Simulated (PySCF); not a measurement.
**GeH+: from the state search to spectroscopic constants**

Aim: find the lowest electronic state of GeH+, scan its bond at several levels of theory, and get bond length, wavenumber and dissociation energy from each curve.

Program: PySCF 2.14.0. Level of theory: Ge pcseg-2, H pcseg-2, no relativity. These are calculated values, not measurements.

## (1) The job

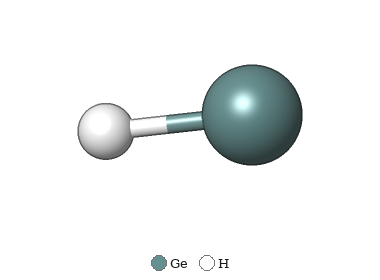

The two atoms at the starting distance (germanium teal, hydrogen white).

A driver script around PySCF takes these settings:

- atoms: Ge, H
- charge: 1
- basis: Ge pcseg-2, H pcseg-2
- Hamiltonian: no relativity
- basis functions: 57
- electrons treated: 32
- masses in u: 73.9212, 1.0078
- levels: PBE0, PBE, r²SCAN, PW91, B2PLYP, BLYP, HF, MP2, SCS-MP2, CCSD, CCSD(T)
- grid: 80 radial by 434 angular points
- occupations: held fixed by the projection of orbital angular momentum
- dissociation limit: Ge+ + H, each in its ground configuration
- starting distance in angstrom: 1.580
- values of 2S to try: 0, 2

Command:

```sh
$ OMP_NUM_THREADS=1 python dia.py task.json out
```

The runs that follow: First curve: PBE0; Excited determinants; PBE (GGA); r²SCAN (meta-GGA); PW91 (GGA); B2PLYP; BLYP; RHF (mean field); MP2 and coupled cluster.

Q: Predict the outcome of this session. Wanted: for each run, Re; ωe; De; μ.

**Answer**, as computed:

Lowest PBE0 solution found, without spin–orbit coupling: ¹Σ⁺ (singlet), closed shell. State 2 has its PBE0 minimum 2.19 eV higher. The other levels ran on the lowest alone.

| level | Re (Å) | ωe (cm⁻¹) | De (eV) | μ (D) |
| --- | --- | --- | --- | --- |
| RHF | 1.570 | 2132 | 2.15 | 0.60 |
| RHF-MP2 | 1.566 | 2131 | 2.97 | n/a |
| RHF-SCS-MP2 | 1.568 | 2119 | 3.07 | n/a |
| RHF-CCSD | 1.574 | 2074 | 3.11 | n/a |
| RHF-CCSD(T) | 1.575 | 2064 | 3.14 | n/a |
| PBE | 1.605 | 1924 | 3.04 | 0.39 |
| PW91 | 1.603 | 1930 | 3.06 | 0.39 |
| BLYP | 1.607 | 1910 | 3.08 | 0.31 |
| r²SCAN | 1.584 | 2008 | 3.06 | 0.50 |
| PBE0 | 1.588 | 2006 | 3.00 | 0.48 |
| B2PLYP | 1.580 | 2044 | 3.06 | 0.46 |

De is counted to Ge+ + H in their ground configurations. A positive dipole points from Ge to H; in an ion it is taken about the centre of mass and does not tell which atom is negative.

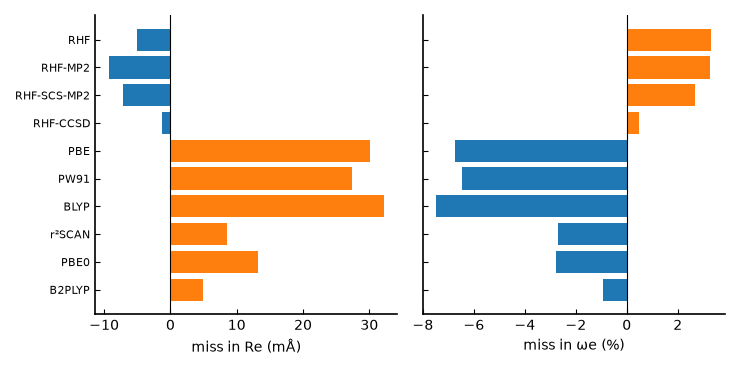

Differences in bond length and wavenumber from CCSD(T) in the same basis.

In words: Judged by CCSD(T) in the same basis: best bond length RHF-CCSD (-1 mÅ), worst BLYP (+32 mÅ); best wavenumber RHF-CCSD (+0.5 %), worst BLYP (-7.5 %). Hartree–Fock makes the bond too short and too stiff against this reference, as it mostly does. PBE gives a bond that is too long and too soft, as GGAs tend to. Among the levels with a De in the table, it runs from 2.15 eV (RHF) to 3.14 eV (RHF-CCSD(T)).

Correlated steps freeze 9 core orbitals. B2PLYP dipoles, levels and charges come from its SCF part alone.
